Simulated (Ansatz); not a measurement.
**GaSb under a change: Sb → Sn**

Start from GaSb in the zinc blende structure (space group F-43m, No. 216; a = 6.112 Å).

Now apply this change: full substitution Sb → Sn, then cell and atoms are relaxed.

Calculations: Kohn–Sham DFT with the PBEsol functional, run in Ansatz (a program for electronic structure) with PAW and 420 eV plane waves, no spin-orbit coupling, earlier PAW set. k-mesh 13×13×13 (Γ-centred); smearing 0.05 eV (Fermi–Dirac).

| quantity | base | changed | shift |
|---|---|---|---|
| volume per atom | 28.54 Å³ | 28.79 Å³ | +0.25 Å³ |
| lattice parameter a | 611.2 pm | 613.0 pm | +1.8 pm |
| space group | F-43m (No. 216) | F-43m (No. 216) | – |
| shortest interatomic distance | 264.7 pm | 265.4 pm | +0.77 pm |
| band gap | zero | zero | – |

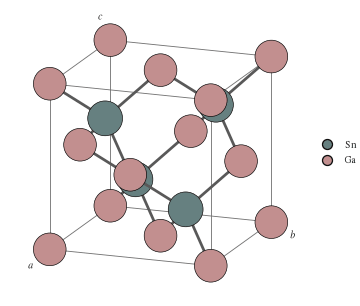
*The relaxed conventional cell after the change*

Cost of the whole job for the changed cell (relaxation, final SCF and bands): about 120 core-seconds (a rough figure).

With Sb present, leaving out spin-orbit coupling can change the band edges. Whether these cells are dynamically stable was not tested. As relaxed here, GaSn is a hypothetical phase, not in the database extracts checked. The final runs are not spin-polarised. A zero or small gap of GaSb can be the functional's error rather than a property of the material.
